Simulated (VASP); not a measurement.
Band structure of BaHfO3 (cubic perovskite). Calculation: vdW-DF2, VASP's PBE PAW potentials (set 64) (plane waves; VASP).

Unless said otherwise, spin-orbit coupling is left out, though it shifts the bands of the heavy elements here.

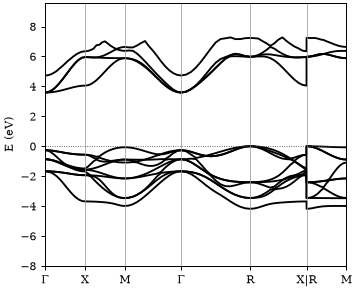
Fig. 1. Bands along high-symmetry lines, zero at the valence-band maximum or, without a gap, the Fermi level

Q: Read the plot: is there a gap, and where are the band edges?

A: The gap is indirect, 3.59 eV, from the valence maximum at R to the conduction minimum at Γ. (Edges off the drawn lines would not show.)

The compound is BaHfO3 in the cubic perovskite structure. It was relaxed first, which changed the volume by +7 %.
